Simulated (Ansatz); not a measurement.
**Run report: CH7AlB2O2, geometry relaxation (part 1 of 2)**

The run: geometry relaxation of CH7AlB2O2. Method and program: RKS PBE0-D4/def2-SVP (Ansatz 0.2.0).

It belongs to a series of runs on one base structure; here: end point A relaxed. Figures and captions count atoms from 1; the log counts them from 0 in places.

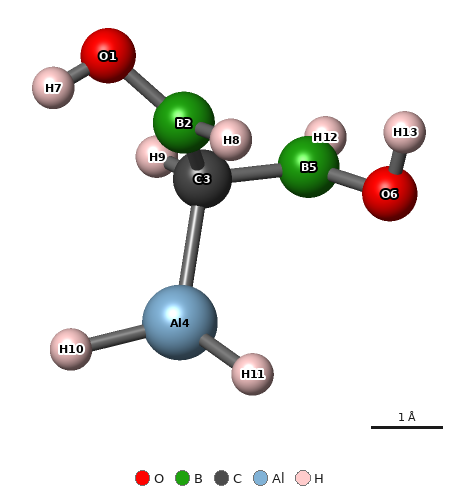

Fig. 1: The starting structure (ball-and-stick view, seen at a tilt; atoms are numbered from 1 in the order of the input). Sticks mark near contacts. Bond lengths as drawn: Al–C 2.08 Å, Al–H 1.57 to 1.61 Å, B–C 1.58 to 1.59 Å, B–H 1.16 to 1.19 Å, B–O 1.43 to 1.48 Å, C–H 1.04 Å and H–O 0.94 to 1.03 Å.

Input
```yaml
crystal:
  periodic: [false, false, false]
  atoms:
    - { symbol: O, position_ang: [-2.3398, -1.0615, 0.1657] }
    - { symbol: B, position_ang: [-1.1193, -0.4059, 0.5232] }
    - { symbol: C, position_ang: [-0.0842, -0.0303, -0.6122] }
    - { symbol: Al, position_ang: [1.6858, -1.0884, -0.3284] }
    - { symbol: B, position_ang: [0.2798, 1.5184, -0.5791] }
    - { symbol: O, position_ang: [0.85, 2.1584, 0.6331] }
    - { symbol: H, position_ang: [-2.1834, -1.9885, 0.1749] }
    - { symbol: H, position_ang: [-0.8362, -0.1819, 1.6571] }
    - { symbol: H, position_ang: [-0.4613, -0.2731, -1.5532] }
    - { symbol: H, position_ang: [1.548, -2.6618, -0.615] }
    - { symbol: H, position_ang: [2.5448, -0.6943, 0.9194] }
    - { symbol: H, position_ang: [0.1171, 2.1911, -1.5097] }
    - { symbol: H, position_ang: [0.0191, 2.4831, 1.1389] }
basis:
  gaussian: { orbitals: def2-SVP }
hamiltonian:
  xc: pbe0
  dispersion: d4
relax:
  f_tol: 0.02
  max_steps: 50
output:
  orbitals: {}
```

Machine: 2 threads of Intel Xeon (Sapphire Rapids), 16 GiB of memory available, shared host.

Launched with:
```bash
ansatz run input.yaml --threads 2 --pin off --max-ram 3072MiB --backend cpu --events-out ev --progress --plain --runs-dir out
```

What the program printed
```
The last accepted step is kept in [file] (removed where the run ends without a failure and the disk answers)
Engine: ansatz 0.2.0, x86_64-unknown-linux-gnu
Functional definition: PBE0
  parameter a = 0.25
  parameter kappa = 0.804
  parameter beta = 0.06672455060314922
  exchange = (1 - a)*pbe_x(kappa = kappa, mu = beta*pi^2/3) + a*exact_x
  correlation = pbe_c(beta = beta)
1331 factors; integrals over basis functions are off by at most 3.6e-4 eV
mean field evaluation 1: about -13167.7335 eV, gradient 6.9e1 eV
mean field evaluation 2: about -13147.4862 eV, gradient 1.1e2 eV
mean field evaluation 4: about -13177.2725 eV, gradient 7.7e0 eV
mean field evaluation 8: about -13177.4659 eV, gradient 5.4e-1 eV
mean field evaluation 16: about -13177.4667 eV, gradient 4.6e-5 eV
mean field -13177.46667883 eV, -484.2629684394 hartree, gradient 4.7e-5 eV, S^2 0.000000; 0 other end points of the search recorded, 0 dependent functions left out
the calculation of the forces begins
reference -13177.46671213 eV, -484.2629696629 hartree; 26, 26 occupied and 97, 97 virtual orbitals, 1331 factors
relax step   1: F+E_penalty+E_count = -13177.69383357 eV  Δ(F+E_penalty+E_count) = +0.000e0 eV  max|allowed force component| = 3.415e0 eV/Å  Δτ_max = 0.0000 Å  (28 SCF iters, accepted)
these checks for a lower state are left out or cut short: starts, cluster_reference, orbital_swaps, neighbouring_geometries, increment
1331 factors; integrals over basis functions are off by at most 3.7e-4 eV
mean field -13178.22602336 eV, -484.2908738362 hartree, gradient 1.1e-5 eV, S^2 0.000000; 0 other end points of the search recorded, 0 dependent functions left out
[... from here on the field's lines of each further geometry are left out, up to the last ...]
relax step   2: F+E_penalty+E_count = -13178.45556774 eV  Δ(F+E_penalty+E_count) = -7.617e-1 eV  max|allowed force component| = 1.776e0 eV/Å  Δτ_max = 0.1949 Å  (31 SCF iters, accepted)
relax step   3: F+E_penalty+E_count = -13178.63414052 eV  Δ(F+E_penalty+E_count) = -1.786e-1 eV  max|allowed force component| = 8.935e-1 eV/Å  Δτ_max = 0.1639 Å  (29 SCF iters, accepted)
relax step   4: F+E_penalty+E_count = -13178.81825443 eV  Δ(F+E_penalty+E_count) = -1.841e-1 eV  max|allowed force component| = 7.795e-1 eV/Å  Δτ_max = 0.1999 Å  (30 SCF iters, accepted)
relax step   5: F+E_penalty+E_count = -13178.90488764 eV  Δ(F+E_penalty+E_count) = -8.663e-2 eV  max|allowed force component| = 2.287e0 eV/Å  Δτ_max = 0.1977 Å  (30 SCF iters, accepted)
relax step   6: F+E_penalty+E_count = -13179.18641224 eV  Δ(F+E_penalty+E_count) = -2.815e-1 eV  max|allowed force component| = 8.040e-1 eV/Å  Δτ_max = 0.2000 Å  (30 SCF iters, accepted)
relax step   7: F+E_penalty+E_count = -13179.34288038 eV  Δ(F+E_penalty+E_count) = -1.565e-1 eV  max|allowed force component| = 2.882e0 eV/Å  Δτ_max = 0.1952 Å  (36 SCF iters, accepted)
relax step   8: F+E_penalty+E_count = -13179.68383529 eV  Δ(F+E_penalty+E_count) = -3.410e-1 eV  max|allowed force component| = 8.270e-1 eV/Å  Δτ_max = 0.2000 Å  (29 SCF iters, accepted)
relax step   9: F+E_penalty+E_count = -13179.74308215 eV  Δ(F+E_penalty+E_count) = -5.925e-2 eV  max|allowed force component| = 4.587e-1 eV/Å  Δτ_max = 0.1464 Å  (29 SCF iters, accepted)
relax step  10: F+E_penalty+E_count = -13179.74948689 eV  Δ(F+E_penalty+E_count) = -6.405e-3 eV  max|allowed force component| = 1.262e0 eV/Å  Δτ_max = 0.1551 Å  (29 SCF iters, accepted)
relax step  11: F+E_penalty+E_count = -13179.79557560 eV  Δ(F+E_penalty+E_count) = -4.609e-2 eV  max|allowed force component| = 3.382e-1 eV/Å  Δτ_max = 0.2000 Å  (29 SCF iters, accepted)
relax step  12: F+E_penalty+E_count = -13179.79730903 eV  Δ(F+E_penalty+E_count) = -1.733e-3 eV  max|allowed force component| = 3.678e-1 eV/Å  Δτ_max = 0.1568 Å  (29 SCF iters, accepted)
relax step  13: F+E_penalty+E_count = -13179.80047000 eV  Δ(F+E_penalty+E_count) = -3.161e-3 eV  max|allowed force component| = 4.327e-1 eV/Å  Δτ_max = 0.2000 Å  (27 SCF iters, accepted)
relax step  14: F+E_penalty+E_count = -13179.81756239 eV  Δ(F+E_penalty+E_count) = -1.709e-2 eV  max|allowed force component| = 7.837e-2 eV/Å  Δτ_max = 0.1084 Å  (30 SCF iters, accepted)
relax step  15: F+E_penalty+E_count = -13179.81885065 eV  Δ(F+E_penalty+E_count) = -1.288e-3 eV  max|allowed force component| = 5.004e-2 eV/Å  Δτ_max = 0.0329 Å  (31 SCF iters, accepted)
relax step  16: F+E_penalty+E_count = -13179.82309196 eV  Δ(F+E_penalty+E_count) = -4.241e-3 eV  max|allowed force component| = 6.379e-2 eV/Å  Δτ_max = 0.1661 Å  (30 SCF iters, accepted)
relax step  17: F+E_penalty+E_count = -13179.82519609 eV  Δ(F+E_penalty+E_count) = -2.104e-3 eV  max|allowed force component| = 9.166e-2 eV/Å  Δτ_max = 0.0959 Å  (30 SCF iters, accepted)
relax step  18: F+E_penalty+E_count = -13179.82649077 eV  Δ(F+E_penalty+E_count) = -1.295e-3 eV  max|allowed force component| = 2.235e-1 eV/Å  Δτ_max = 0.1957 Å  (28 SCF iters, accepted)
relax step  19: F+E_penalty+E_count = -13179.83128558 eV  Δ(F+E_penalty+E_count) = -4.795e-3 eV  max|allowed force component| = 1.098e-1 eV/Å  Δτ_max = 0.0407 Å  (30 SCF iters, accepted)
relax step  20: F+E_penalty+E_count = -13179.83971838 eV  Δ(F+E_penalty+E_count) = -8.433e-3 eV  max|allowed force component| = 8.163e-2 eV/Å  Δτ_max = 0.1728 Å  (30 SCF iters, accepted)
relax step  21: F+E_penalty+E_count = -13179.84512915 eV  Δ(F+E_penalty+E_count) = -5.411e-3 eV  max|allowed force component| = 1.803e-1 eV/Å  Δτ_max = 0.1951 Å  (29 SCF iters, accepted)
relax step  22: F+E_penalty+E_count = -13179.84562703 eV  Δ(F+E_penalty+E_count) = -4.979e-4 eV  max|allowed force component| = 3.693e-1 eV/Å  Δτ_max = 0.1727 Å  (30 SCF iters, accepted)
relax step  23: F+E_penalty+E_count = -13179.85783775 eV  Δ(F+E_penalty+E_count) = -1.221e-2 eV  max|allowed force component| = 2.371e-1 eV/Å  Δτ_max = 0.0791 Å  (30 SCF iters, accepted)
relax step  24: F+E_penalty+E_count = -13179.87740092 eV  Δ(F+E_penalty+E_count) = -1.956e-2 eV  max|allowed force component| = 1.413e-1 eV/Å  Δτ_max = 0.1950 Å  (30 SCF iters, accepted)
relax step  25: F+E_penalty+E_count = -13179.89854368 eV  Δ(F+E_penalty+E_count) = -2.114e-2 eV  max|allowed force component| = 2.295e-1 eV/Å  Δτ_max = 0.1934 Å  (29 SCF iters, accepted)
relax step  26: F+E_penalty+E_count = -13179.93112933 eV  Δ(F+E_penalty+E_count) = -3.259e-2 eV  max|allowed force component| = 2.674e-1 eV/Å  Δτ_max = 0.1954 Å  (30 SCF iters, accepted)
relax step  27: F+E_penalty+E_count = -13179.97653384 eV  Δ(F+E_penalty+E_count) = -4.540e-2 eV  max|allowed force component| = 2.985e-1 eV/Å  Δτ_max = 0.1953 Å  (30 SCF iters, accepted)
relax step  28: F+E_penalty+E_count = -13180.07794026 eV  Δ(F+E_penalty+E_count) = -1.014e-1 eV  max|allowed force component| = 2.510e-1 eV/Å  Δτ_max = 0.1971 Å  (29 SCF iters, accepted)
relax step  29: F+E_penalty+E_count = -13180.17356348 eV  Δ(F+E_penalty+E_count) = -9.562e-2 eV  max|allowed force component| = 6.259e-1 eV/Å  Δτ_max = 0.1952 Å  (28 SCF iters, accepted)
relax step  30: F+E_penalty+E_count = -13180.18764373 eV  Δ(F+E_penalty+E_count) = -1.408e-2 eV  max|allowed force component| = 6.345e-1 eV/Å  Δτ_max = 0.1217 Å  (29 SCF iters, accepted)
relax step  31: F+E_penalty+E_count = -13180.09087347 eV  Δ(F+E_penalty+E_count) = +9.677e-2 eV  max|allowed force component| = 8.055e-1 eV/Å  Δτ_max = 0.1628 Å  (28 SCF iters, rejected (line search))
relax step  32: F+E_penalty+E_count = -13180.20343069 eV  Δ(F+E_penalty+E_count) = -1.579e-2 eV  max|allowed force component| = 7.496e-2 eV/Å  Δτ_max = 0.0515 Å  (30 SCF iters, accepted)
relax step  33: F+E_penalty+E_count = -13180.20437935 eV  Δ(F+E_penalty+E_count) = -9.487e-4 eV  max|allowed force component| = 5.374e-2 eV/Å  Δτ_max = 0.0400 Å  (30 SCF iters, accepted)
relax step  34: F+E_penalty+E_count = -13180.20496164 eV  Δ(F+E_penalty+E_count) = -5.823e-4 eV  max|allowed force component| = 3.457e-2 eV/Å  Δτ_max = 0.0139 Å  (31 SCF iters, accepted)
relax step  35: F+E_penalty+E_count = -13180.20495979 eV  Δ(F+E_penalty+E_count) = +1.847e-6 eV  max|allowed force component| = 7.908e-2 eV/Å  Δτ_max = 0.0282 Å  (30 SCF iters, rejected (line search))
the calculation of the forces begins
reference -13179.96545510 eV, -484.3547967734 hartree; 26, 26 occupied and 97, 97 virtual orbitals, 1331 factors
relax step  36: F+E_penalty+E_count = -13180.20525457 eV  Δ(F+E_penalty+E_count) = -2.929e-4 eV  max|allowed force component| = 1.518e-2 eV/Å  Δτ_max = 0.0136 Å  (31 SCF iters, accepted)
```

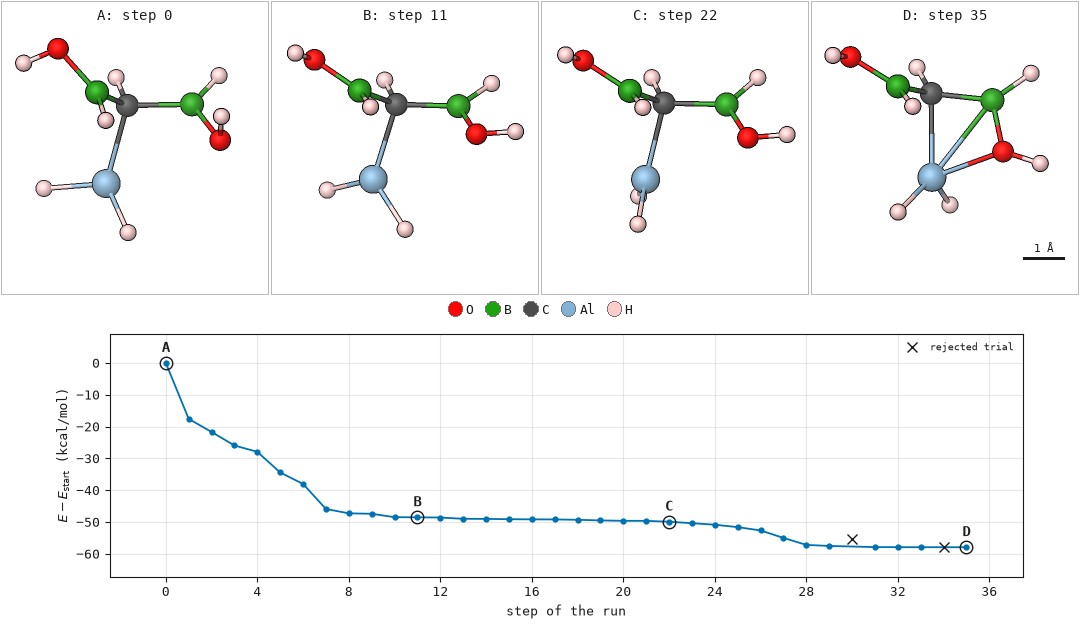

Fig. 2: Frames of the relaxation (ball-and-stick view, seen at a tilt) above the curves, on which the letters mark them (the first geometry is step 0 here and step 1 in the log).

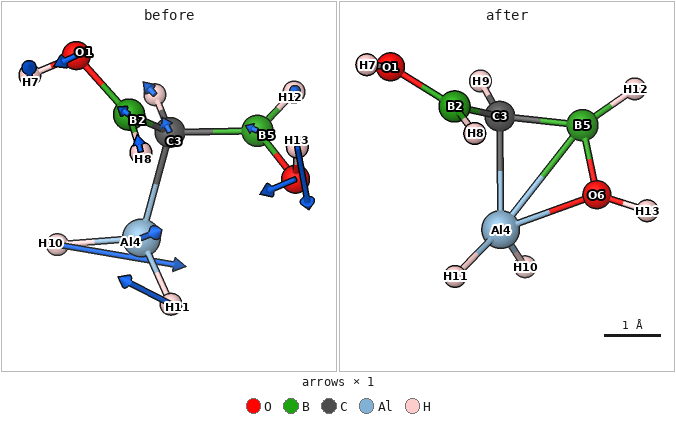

Fig. 3: Before (left) and after (right) the relaxation, at one scale (ball-and-stick view, seen at a tilt). The blue arrows give the displacements, at true length. H10 moves most after the best rigid fit: 2.40 Å. Largest moves by element: H 2.40 Å, O 0.83 Å, Al 0.69 Å, C 0.33 Å, B 0.30 Å. Among the contacts that change: Al4–O6 3.488 → 2.032 Å, Al4–B5 2.972 → 2.408 Å, C3–B5 1.591 → 1.514 Å, O1–B2 1.431 → 1.363 Å. New bonds form: Al4–O6 (3.49 → 2.03 Å). Among the angles that change: Al4–C3–B5 107.3° → 83.6°, B5–O6–H13 103.2° → 119.9°, Al4–C3–H9 108.2° → 124.8°. After 35 geometry steps the energy has fallen by 57.9 kcal/mol. Largest force component: 3.4 eV/Å at the start, 0.015 eV/Å at the end. The line search rejected the trial steps at points 30, 34 (counted from 0) and went back. (Atoms are counted from 1 in the order of the input.)

```
1331 factors; integrals over basis functions are off by at most 4.6e-4 eV
mean field -13179.96542145 eV, -484.3547955370 hartree, gradient 1.2e-5 eV, S^2 0.000000; 1 other end points of the search recorded, 0 dependent functions left out
the calculation of the forces begins
reference -13179.96545510 eV, -484.3547967734 hartree; 26, 26 occupied and 97, 97 virtual orbitals, 1331 factors
Total energy: -13180.20528821 eV, -484.3636104778 hartree
Atom 0 at    -2.183121    -1.584849     0.205622 Å, force     0.014648     0.008503    -0.005028 eV/Å
Atom 1 at    -1.243147    -0.619738     0.411696 Å, force    -0.015178    -0.009326     0.000810 eV/Å
Atom 2 at    -0.375988    -0.138795    -0.769476 Å, force     0.000155     0.013392     0.001862 eV/Å
Atom 3 at     1.454676    -0.558465     0.050247 Å, force     0.011125    -0.003032     0.000836 eV/Å
Atom 4 at     0.102707     1.295228    -0.679495 Å, force    -0.014653     0.007554     0.011114 eV/Å
Atom 5 at     1.056452     1.408641     0.370148 Å, force    -0.001363    -0.004841    -0.008571 eV/Å
Atom 6 at    -2.656567    -1.810750     1.010972 Å, force     0.004868     0.000625     0.002582 eV/Å
Atom 7 at    -1.107677    -0.157155     1.531216 Å, force    -0.000836     0.001806     0.004121 eV/Å
Atom 8 at    -0.726559    -0.509581    -1.740718 Å, force     0.001273    -0.000392    -0.002891 eV/Å
Atom 9 at     2.688291    -0.557577    -0.957887 Å, force     0.000866    -0.001304    -0.002130 eV/Å
Atom 10 at     1.581147    -1.308415     1.446397 Å, force    -0.004087    -0.001712     0.003291 eV/Å
Atom 11 at    -0.082861     2.262766    -1.378745 Å, force     0.006679    -0.005800    -0.004183 eV/Å
Atom 12 at     1.513048     2.243989     0.514722 Å, force    -0.003496    -0.005473    -0.001813 eV/Å
Dipole moment:    -0.060697     0.571719     0.237023 e Å
```

Trajectory as extended XYZ (Å, eV, eV/Å), 17 of the 36 frames kept, from step=1 to step=36
```
13
Properties=species:S:1:pos:R:3:forces:R:3 step=1 energy=-13177.69383
O    -2.3398   -1.0615    0.1657    1.5015   2.1476   0.6571
B    -1.1193   -0.4059    0.5232   -0.3303  -0.9407  -1.5787
C    -0.0842   -0.0303   -0.6122    1.4764   1.2495   1.9148
Al    1.6858   -1.0884   -0.3284   -2.0441  -0.0106   1.1091
B     0.2798    1.5184   -0.5791    1.1318  -0.7574   3.4152
O     0.8500    2.1584    0.6331   -3.3918  -0.5063  -1.0458
H    -2.1834   -1.9885    0.1749   -0.0742  -1.4237  -0.0726
H    -0.8362   -0.1819    1.6571   -0.2214   0.2195   0.6839
H    -0.4613   -0.2731   -1.5532   -0.9469  -0.6722  -2.1734
H     1.5480   -2.6618   -0.6150    0.2542   0.2300  -0.5295
H     2.5448   -0.6943    0.9194    0.5670   0.2981  -0.1416
H     0.1171    2.1911   -1.5097   -0.1475   0.8230  -1.2043
H     0.0191    2.4831    1.1389    2.2251  -0.6567  -1.0341
13
Properties=species:S:1:pos:R:3:forces:R:3 step=3 energy=-13178.63414
O    -2.2694   -1.1047    0.1830    0.5481  -0.1297   0.1418
B    -1.1266   -0.3663    0.4802    0.0183  -0.8935  -0.0582
C    -0.1077   -0.0029   -0.6356   -0.3518   0.0217  -0.1492
Al    1.4302   -1.0933   -0.0823    0.4032  -0.1638  -0.0245
B     0.3171    1.4791   -0.5282    0.0577   0.2107  -0.2023
O     0.8241    2.0207    0.6329   -0.3982  -0.2528   0.0894
H    -2.1060   -2.0622    0.2028   -0.2786   0.4822  -0.0607
H    -0.8961   -0.1516    1.6688   -0.0836   0.3024  -0.1806
H    -0.4793   -0.3074   -1.6370    0.1567   0.0163   0.2840
H     1.5151   -2.5655   -0.7500   -0.0484   0.2901   0.1759
H     2.6053   -0.5719    0.8856   -0.3083  -0.1198  -0.1865
H     0.1861    2.1998   -1.5103   -0.0199  -0.0420   0.0721
H     0.1277    2.4916    1.1046    0.3048   0.2781   0.0987
13
Properties=species:S:1:pos:R:3:forces:R:3 step=5 energy=-13178.90489
O    -2.2820   -1.1312    0.1553    0.1777  -0.1582  -0.1463
B    -1.1124   -0.4736    0.4556   -0.0596   0.2591   0.2046
C    -0.1058   -0.0466   -0.6397    0.2276  -0.0718  -0.1197
Al    1.4829   -1.0738   -0.1136   -0.1322  -0.0156   0.0268
B     0.2786    1.4437   -0.4640   -0.1385   0.0913   0.0250
O     0.7692    1.8792    0.7388   -1.6809   2.2866   0.5439
H    -2.2777   -2.0892    0.2099   -0.1273   0.0105   0.0619
H    -0.9132   -0.1536    1.6250    0.0031  -0.1085  -0.1156
H    -0.4099   -0.3741   -1.6456   -0.0534   0.0725  -0.0252
H     1.5463   -2.5285   -0.7281    0.0867  -0.1673  -0.0635
H     2.6030   -0.5332    0.8475    0.1267   0.0412   0.0615
H     0.1084    2.2589   -1.3623   -0.0788  -0.1180   0.0736
H     0.3330    2.7873    0.9360    1.6488  -2.1218  -0.5271
13
Properties=species:S:1:pos:R:3:forces:R:3 step=8 energy=-13179.68383
O    -2.1522   -1.2729   -0.1088   -0.0257  -0.7955   0.5214
B    -1.0874   -0.5603    0.3655   -0.1735  -0.2786  -0.0934
C    -0.0629   -0.0251   -0.6577   -0.0208   0.1721  -0.1407
Al    1.4886   -1.0825   -0.1087    0.1869   0.0571   0.0250
B     0.1801    1.4878   -0.4274    0.0176   0.0573  -0.0047
O     0.6189    1.9186    0.7866   -0.0943   0.1850  -0.0053
H    -2.5496   -1.8801    0.5468    0.1139   0.8270  -0.3805
H    -0.9346   -0.4119    1.5658   -0.0540  -0.0892   0.0421
H    -0.3568   -0.3101   -1.6814   -0.0478   0.0663   0.0312
H     1.6663   -2.5513   -0.6782   -0.0588  -0.0881  -0.0726
H     2.6048   -0.5261    0.8642    0.0252   0.0540   0.0561
H    -0.0479    2.3004   -1.3109    0.0706  -0.0290   0.0712
H     0.6530    2.8789    0.8588    0.0606  -0.1385  -0.0497
```
